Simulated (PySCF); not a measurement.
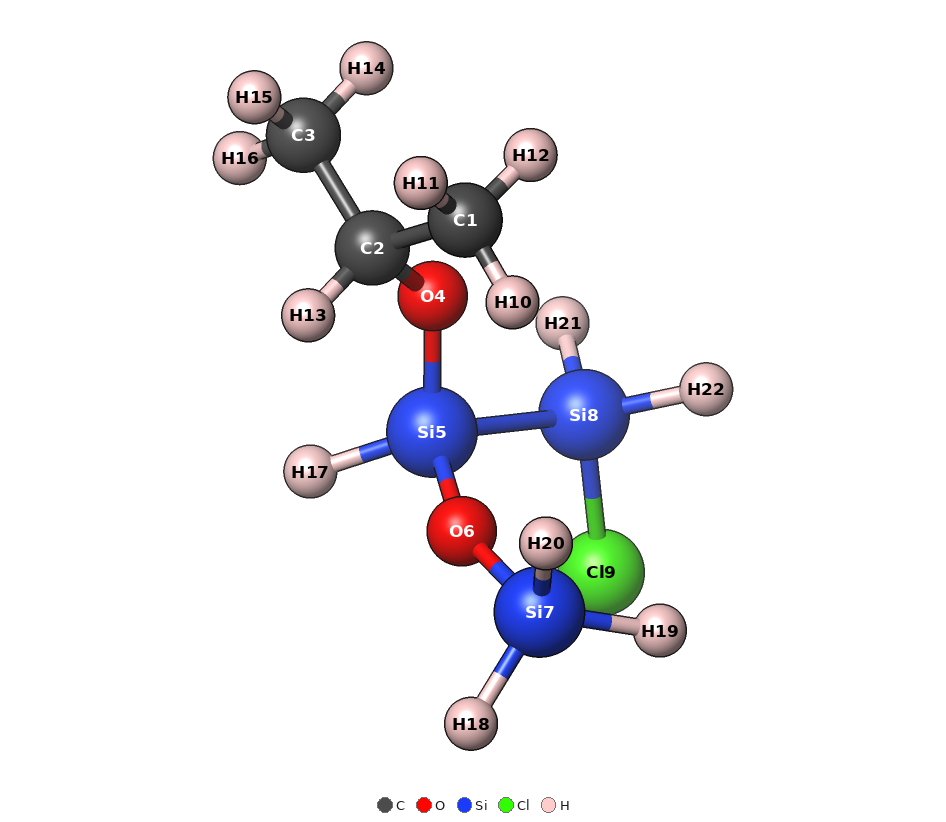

Computed geometry: GFN2-xTB optimisation. No frequency run is at hand to confirm it as a minimum. Electric field gradients from the ground-state density, PBE0/pcSseg-1 (PySCF 2.14.0), non-relativistic apart from any core potentials.

Give the largest field-gradient component, the quadrupole coupling constant and the asymmetry for 17O at O4 (Q = −25.6 mb), 17O at O6 (Q = −25.6 mb), 35Cl at Cl9 (Q = −81.7 mb), 2H at H10 (Q = 2.86 mb), 2H at H11 (Q = 2.86 mb).

```csv
atom,V_zz (a.u.),e²qQ/h (MHz),η
O4,1.630,−9.81,0.26
O6,1.063,−6.40,0.14
Cl9,2.141,−41.1,0.01
H10,0.315,0.212,0.02
H11,0.317,0.213,0.03
```

The geometry is semi-empirical. Around Si such bond lengths and angles can be off by a tenth of an ångström or more and by several degrees, and values that hang on the shape move with them.
